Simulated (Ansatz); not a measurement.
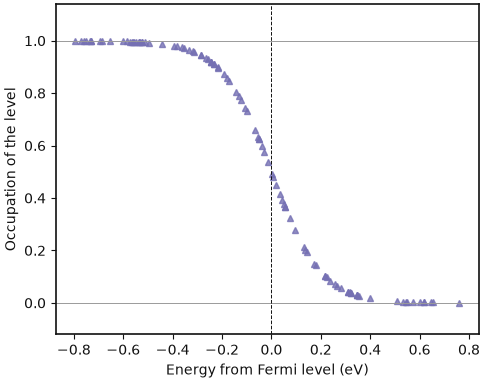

Occupations of the one-electron levels of the k mesh against their energy, from a run on Nb, space group Im-3m, 1 atom in the cell, with Ansatz.

Name the smearing function and its width.

Fermi-Dirac smearing with a width of 0.1 eV. The occupations stay between 0 and 1 and have long exponential tails; the slope at the Fermi level is 1/(4 × width).
